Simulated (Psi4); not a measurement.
# C2H5Al (AlH2(vinyl)): OMP2/def2-SVPD (density fitting for correlation)

Aim: the energy change on altering one bond length of C2H5Al (AlH2(vinyl)) at OMP2/def2-SVPD (density fitting for correlation), from 2 runs. 

Program for the calculation: Psi4 1.11.

1 further run of the same task is left out (it didn't finish).

### 1 The system as given

C2H5Al has 8 atoms, charge 0, and is taken as a singlet. SMILES: `[H][Al]([H])[CH]=C`. Geometry: a GFN2-xTB relaxation, a rough one for these elements and not checked as a minimum.

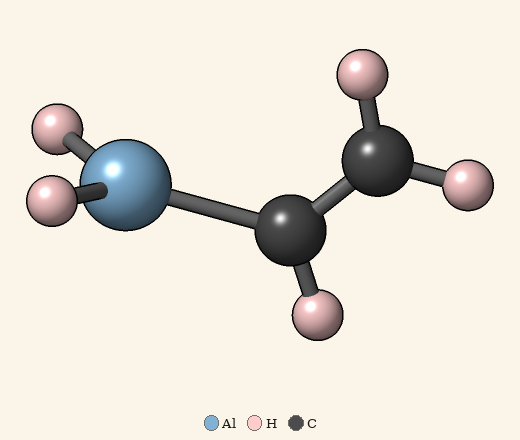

Viewed from a chosen angle; aluminium light blue, hydrogen pink, carbon dark grey.

### 2 The energy at OMP2/def2-SVPD (density fitting for correlation)

c2h5al.in reads:

```
memory 1600 mb

molecule mol {
  Al     0.757880     1.243210    -0.412700
  H      2.305620     1.330790    -0.372710
  H      0.067510     2.631930    -0.426090
  C     -0.236320    -0.470400    -0.432500
  C     -0.683170    -1.072300     0.678100
  H     -0.464670    -1.005660    -1.362180
  H     -0.522550    -0.646370     1.659470
  H     -1.224290    -2.011190     0.668610
  symmetry c1
  no_reorient
  no_com
}

set puream true
set e_convergence 1e-09
set d_convergence 1e-08
set scf_type pk
set num_frozen_docc 7

energy("omp2/def2-SVPD")
print_variables()
```

On the command line:

```bash
$ psi4 c2h5al.in c2h5al.out -n 1
```

c2h5al.out:

```text
[...]
  Running in c1 symmetry.
[...]
  Nuclear repulsion =   83.046327530299578
[...]
  Multiplicity = 1
[...]
  Nalpha       = 15
  Nbeta        = 15
[...]
    Number of basis functions: 104
[...]
   @RHF iter   1:  -320.31934731715540   -9.23668e-01   3.06287e-03 ADIIS/DIIS
[...]
   @RHF iter  11:  -320.38807744923184   -6.25278e-12   3.32275e-09 DIIS
[...]
    Orbital Energies [Eh]
    ---------------------
    Doubly Occupied:
       1A    -58.450497     2A    -11.243811     3A    -11.220247
       4A     -4.882978     5A     -3.202378     6A     -3.198904
       7A     -3.198151     8A     -1.014963     9A     -0.764680
      10A     -0.631367    11A     -0.575006    12A     -0.531377
      13A     -0.430636    14A     -0.420291    15A     -0.372083
[...]
  @RHF Final Energy:  -320.38807744923184
   => Energetics <=
    Nuclear Repulsion Energy =             83.0463275302995783
    One-Electron Energy =                -606.5940706351896097
    Two-Electron Energy =                 203.1596656556581877
    Total Energy =                       -320.3880774492319006
[...]
 Multipole Moments:
 ------------------------------------------------------------------------------------
     Multipole            Electronic (a.u.)      Nuclear  (a.u.)        Total (a.u.)
 ------------------------------------------------------------------------------------
 L = 1.  Multiply by 2.5417464519 to convert [e a0] to [Debye]
 Dipole X            :         -8.6481800            8.4983252           -0.1498548
 Dipole Y            :        -13.8711783           13.6155334           -0.2556449
 Dipole Z            :          7.0229734           -7.0380960           -0.0151226
 Magnitude           :                                                    0.2967144
[...]
	Warning: cc_lambda option is changed to TRUE
	For this residual convergence, default PCG convergence is:     1.00e-07
[...]
	DF-MP2 Total Energy (a.u.)         :  -320.73677287907736
[...]
	DF-MP2 Total Energy (a.u.)         :  -320.74070396110977
[...]
	DF-OMP2 Total Energy (a.u.)        :  -320.74070396110886
[...]
```

Run time: 17 s. Hardware: 1 thread of INTEL XEON PLATINUM 8581C at 2.10GHz (Emerald Rapids), shared host; peak memory 0.41 GiB.

### 3 The distorted shape at the same level

job.dat reads:

```
memory 1600 mb

molecule {
  0 1
  Al     2.08451531     1.03712705    -0.76723826
  H      5.00932003     1.20262926    -0.69166811
  H      0.12757541     4.97362688    -0.80519340
  C      0.20574960    -2.20112653    -0.80465483
  C     -0.63867452    -3.33855269     1.29407500
  H     -0.22576936    -3.21262134    -2.56149542
  H     -0.33514671    -2.53366164     3.14859553
  H     -1.66124312    -5.11279765     1.27614150
  units bohr
  symmetry c1
  no_reorient
  no_com
}

set {
  basis def2-SVPD
  reference rhf
  puream true
  e_convergence 1e-09
  d_convergence 1e-08
  scf_type pk
  num_frozen_docc 7
}

energy_value = energy("omp2")
print_variables()
```

On the command line:

```bash
$ psi4 job.dat job.out -n 1
```

job.out:

```text
[...]
  Running in c1 symmetry.
[...]
  Nuclear repulsion =   81.185292626491176
[...]
  Multiplicity = 1
[...]
  Nalpha       = 15
  Nbeta        = 15
[...]
    Number of basis functions: 104
[...]
   @RHF iter   1:  -320.25333247982792   -9.86869e-01   3.08108e-03 ADIIS/DIIS
[...]
   @RHF iter  11:  -320.32477340558546   -2.72848e-12   2.34156e-09 DIIS
[...]
    Orbital Energies [Eh]
    ---------------------
    Doubly Occupied:
       1A    -58.506839     2A    -11.258215     3A    -11.236925
       4A     -4.931632     5A     -3.251249     6A     -3.247421
       7A     -3.246754     8A     -1.028902     9A     -0.777849
      10A     -0.643884    11A     -0.584027    12A     -0.528674
      13A     -0.438971    14A     -0.395394    15A     -0.344219
[...]
  @RHF Final Energy:  -320.32477340558546
   => Energetics <=
    Nuclear Repulsion Energy =             81.1852926264911758
    One-Electron Energy =                -602.1782240086605498
    Two-Electron Energy =                 200.6681579765838705
    Total Energy =                       -320.3247734055854608
[...]
 Multipole Moments:
 ------------------------------------------------------------------------------------
     Multipole            Electronic (a.u.)      Nuclear  (a.u.)        Total (a.u.)
 ------------------------------------------------------------------------------------
 L = 1.  Multiply by 2.5417464519 to convert [e a0] to [Debye]
 Dipole X            :        -27.2616755           27.4158858            0.1542103
 Dipole Y            :         23.4345181          -24.4382482           -1.0037301
 Dipole Z            :          6.7144619           -6.6711963            0.0432656
 Magnitude           :                                                    1.0164285
[...]
	Warning: cc_lambda option is changed to TRUE
	For this residual convergence, default PCG convergence is:     1.00e-07
[...]
	DF-MP2 Total Energy (a.u.)         :  -320.67611740701687
[...]
	DF-MP2 Total Energy (a.u.)         :  -320.68061187522619
[...]
	DF-OMP2 Total Energy (a.u.)        :  -320.68061187522602
[...]
```

It took 17 s on 1 thread of INTEL XEON PLATINUM 8581C at 2.10GHz (Emerald Rapids), shared host; peak memory 0.41 GiB.

### 4 Results

Level: OMP2/def2-SVPD (density fitting for correlation), 7 core orbitals frozen.

| quantity | value |
| --- | --- |
| first shape: total energy | -320.74070 Eh |
| first shape: HOMO energy (Hartree–Fock orbitals) | -10.12 eV |
| first shape: LUMO energy (Hartree–Fock orbitals) | 1.25 eV |
| first shape: HOMO–LUMO gap (Hartree–Fock orbitals) | 11.37 eV |
| first shape: correlation energy (7 core orbitals frozen) | -352.6 mEh |
| distorted shape: total energy | -320.68061 Eh |
| distorted shape: HOMO energy (Hartree–Fock orbitals) | -9.37 eV |
| distorted shape: LUMO energy (Hartree–Fock orbitals) | 0.93 eV |
| distorted shape: HOMO–LUMO gap (Hartree–Fock orbitals) | 10.30 eV |
| distorted shape: correlation energy (7 core orbitals frozen) | -355.8 mEh |
| energy change with the Al1–H3 bond stretched from 1.551 to 2.326 Å | 1.635 eV |

**Reading.** One bond (distorted shape) is far stretched, which a spin-restricted single reference describes badly; perturbation theory on it can break down and give far too much correlation. With the Al1–H3 bond stretched from 1.551 to 2.326 Å the energy rises by 1.64 eV (38 kcal/mol). The first shape isn't relaxed at this level, so the change isn't measured from a minimum. A restricted reference can't describe the breaking bond well at this length.
